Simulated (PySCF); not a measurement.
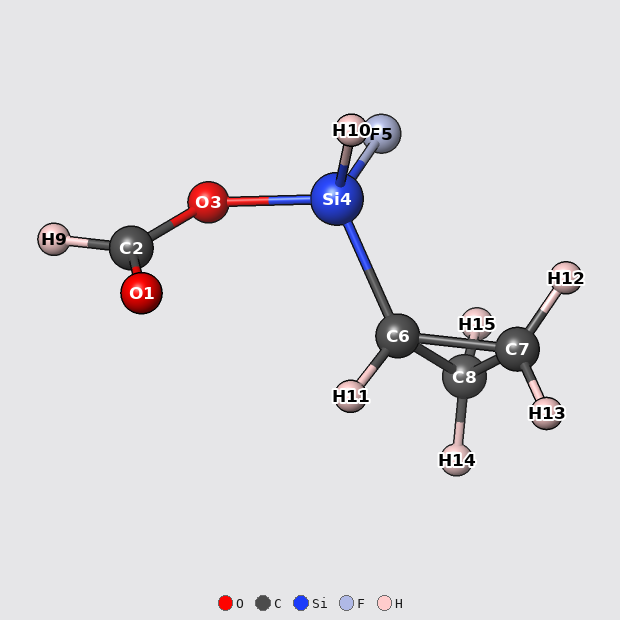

The geometry was computed by an optimisation with GFN2-xTB. No frequency run is at hand to confirm it as a minimum. Electric field gradients from the ground-state density, PBE0/pcSseg-1 (PySCF 2.14.0), non-relativistic apart from any core potentials.

Give the largest field-gradient component, the quadrupole coupling constant and the asymmetry for 17O at O1 (Q = −25.6 mb), 17O at O3 (Q = −25.6 mb), 2H at H9 (Q = 2.86 mb), 2H at H10 (Q = 2.86 mb).

```tsv
atom	V_zz (a.u.)	e²qQ/h (MHz)	η
O1	−1.626	9.78	0.33
O3	1.295	−7.79	0.17
H9	0.274	0.184	0.02
H10	0.167	0.112	0.02
```

The geometry is semi-empirical. Around Si such bond lengths and angles can be off by a tenth of an ångström or more and by several degrees, and values that hang on the shape move with them.
